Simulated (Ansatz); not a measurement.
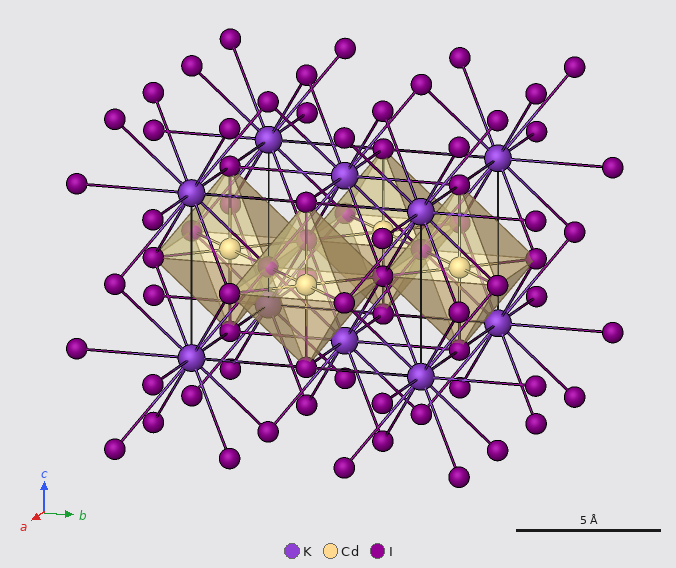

An orthographic polyhedral view of the structure, slightly off an axis. The lines enclose the conventional unit cell; boundary atoms appear with their images. Some atoms of the next cells are drawn as well.

KCdI3, space group Cmmm (No. 65), a = 8.312 Å, b = 8.480 Å, c = 5.937 Å, α = 90.00°, β = 90.00°, γ = 90.00°. Provenance: a structure type filled with these elements by a generator (whether the compound takes this form wasn't checked). The cell was then strained or its atoms displaced on purpose. It was run through Ansatz as a DFT input.

This one geometry was computed with Ansatz (DFT, plane waves, PAW) at three levels of theory: PBE, r2SCAN and HSE06. It was relaxed with r2SCAN and then strained.

**How does the band gap change with the level of theory?**

PBE: a metal; r2SCAN: a gap of 0.17 eV, indirect; HSE06: a gap of 0.56 eV, indirect.

**Collect the results in a table.**

| level | cutoff (eV) | k-mesh of the run's cell | gap (eV) | pressure (GPa) |
| --- | --- | --- | --- | --- |
| PBE | 420 | 4×4×4 | metal | 0.6 |
| r2SCAN | 500 | 4×4×4 | 0.17 | 0.0 |
| HSE06 | 420 | 4×4×4 | 0.56 | 0.1 |

Gaps are taken on the k-mesh or band path of each run.
